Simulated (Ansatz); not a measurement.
## BSiH4ClF2: frequency calculation

BSiH4ClF2, computed with RKS B3LYP-D4/6-31G* (Ansatz 0.2.0).

It belongs to a series of runs on one base structure; here: vibrations at the highest image of the band.

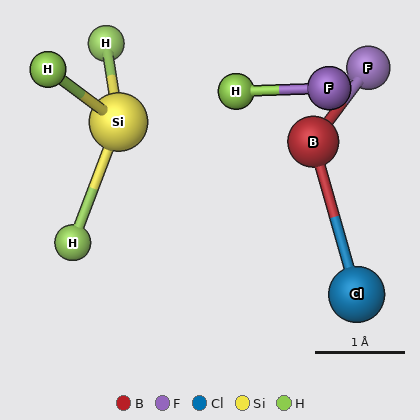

The structure (ball-and-stick view, seen at a tilt). Bond lengths as drawn: B–Cl 1.79 Å, B–F 1.33 Å, F–H 1.13 Å and H–Si 1.48 to 1.50 Å.

## Input
```yaml
crystal:
  periodic: [false, false, false]
  atoms:
    - { symbol: B, position_ang: [0.14775, -0.242813, 0.027499] }
    - { symbol: F, position_ang: [-0.05883, 0.533957, 1.455933] }
    - { symbol: Cl, position_ang: [1.615939, 0.40149, -0.772349] }
    - { symbol: F, position_ang: [-1.012627, -0.178584, -0.627864] }
    - { symbol: Si, position_ang: [0.469434, -2.305007, 0.784062] }
    - { symbol: H, position_ang: [-0.62869, -3.074164, 0.152598] }
    - { symbol: H, position_ang: [1.799001, -2.713362, 0.279274] }
    - { symbol: H, position_ang: [0.428189, -2.566756, 2.256394] }
    - { symbol: H, position_ang: [0.144434, -0.576462, 1.501854] }
basis:
  gaussian: { orbitals: "6-31G*" }
hamiltonian:
  xc: b3lyp
  dispersion: d4
phonons: {}
```

Machine: 2 threads of Intel Xeon @ 2.50GHz (Skylake/Cascade Lake), 32 GiB of memory available, shared host.

Launch command:
```bash
ansatz run input.yaml --threads 2 --pin off --max-ram 3072MiB --backend cpu --events-out ev --progress --plain --runs-dir out
```

## Output
```
Engine: ansatz 0.2.0, x86_64-unknown-linux-gnu
Functional definition: B3LYP
  parameter a0 = 0.2
  parameter ax = 0.72
  parameter ac = 0.81
  exchange = (1 - a0 - ax)*slater_x + ax*b88_x + a0*exact_x
  correlation = (1 - ac)*vwn_rpa_c + ac*lyp_c
937 factors; integrals over basis functions are off by at most 7.8e-4 eV
mean field evaluation 1: about -26574.6764 eV, gradient 3.2e1 eV
mean field evaluation 2: about -26572.9257 eV, gradient 4.9e1 eV
mean field evaluation 4: about -26576.3640 eV, gradient 1.4e0 eV
mean field evaluation 8: about -26576.3894 eV, gradient 3.0e-2 eV
mean field -26576.38935456 eV, -976.6642946565 hartree, gradient 2.2e-5 eV, S^2 0.000000; 0 other end points of the search recorded, 0 dependent functions left out
the calculation of the forces begins
reference -26576.38958066 eV, -976.6643029653 hartree; 29, 29 occupied and 62, 62 virtual orbitals, 937 factors
these checks for a lower state are left out or cut short: stability, starts, cluster_reference, orbital_swaps, neighbouring_geometries, increment
937 factors; integrals over basis functions are off by at most 7.8e-4 eV
mean field evaluation 16: about -26576.3680 eV, gradient 2.0e-1 eV
mean field -26576.38920520 eV, -976.6642891676 hartree, gradient 1.7e-6 eV, S^2 0.000000; 0 other end points of the search recorded, 0 dependent functions left out
[... from here on the field's lines of each further geometry are left out, up to the last ...]
the calculation of the forces begins
reference -26576.38954215 eV, -976.6643015504 hartree; 29, 29 occupied and 62, 62 virtual orbitals, 937 factors
these checks for a lower state are left out or cut short: stability, starts, cluster_reference, orbital_swaps, neighbouring_geometries, increment
937 factors; integrals over basis functions are off by at most 7.8e-4 eV
mean field -26576.38936346 eV, -976.6642949836 hartree, gradient 1.1e-6 eV, S^2 0.000000; 0 other end points of the search recorded, 0 dependent functions left out
the calculation of the forces begins
reference -26576.38958954 eV, -976.6643032919 hartree; 29, 29 occupied and 62, 62 virtual orbitals, 937 factors
WARN: phonons: modes at or below zero, which the zero-point energy, F, S and C_V leave out: 2, the lowest at -1143.41 cm⁻¹. A minimum has none, and a first-order saddle one
Total energy: -26576.70660089 eV, -976.6759532438 hartree
Atom 0 at     0.147750    -0.242813     0.027499 Å, force    -0.005871     0.015604    -0.000378 eV/Å
Atom 1 at    -0.058830     0.533957     1.455933 Å, force     0.007268    -0.008856    -0.004879 eV/Å
Atom 2 at     1.615939     0.401490    -0.772349 Å, force    -0.006425    -0.005666     0.003516 eV/Å
Atom 3 at    -1.012627    -0.178584    -0.627864 Å, force     0.001800    -0.002411     0.007093 eV/Å
Atom 4 at     0.469434    -2.305007     0.784062 Å, force     0.003543    -0.010910     0.008168 eV/Å
Atom 5 at    -0.628690    -3.074164     0.152598 Å, force     0.002134    -0.000244    -0.005696 eV/Å
Atom 6 at     1.799001    -2.713362     0.279274 Å, force     0.001788     0.000815     0.002450 eV/Å
Atom 7 at     0.428189    -2.566756     2.256394 Å, force    -0.004315    -0.001534    -0.002933 eV/Å
Atom 8 at     0.144434    -0.576462     1.501854 Å, force     0.000079     0.013202    -0.007340 eV/Å
Dipole moment:    -0.025026    -0.376214     0.320444 e Å
Vibrations: -1143.41 -82.72 156.48 228.47 276.23 335.89 351.17 452.48 503.50 540.05 718.14 788.05 816.42 933.16 939.54 961.13 1266.78 1932.52 2207.06 2277.68 2299.20 cm⁻¹, zero-point energy 1.114863 eV
```

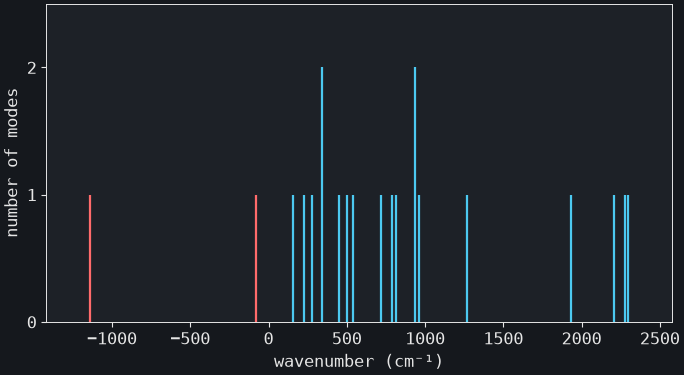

Harmonic vibrational wavenumbers from the force constants; neighbouring modes closer than 16 cm⁻¹ are counted in one stick, and imaginary ones are drawn at negative wavenumbers. 21 modes from 1143i to 2299 cm⁻¹, 2 imaginary beyond 8i (1143i, 83i cm⁻¹): not a minimum.

## Key numbers

- outcome: converged
- total energy: −26576.7066 eV
- mean-field energy: −26576.3896 eV
- largest force (length of the vector): 0.017 eV/Å
- wall time: 2.2 min (CPU time 4.1 min)
- peak memory: 0.21 GiB
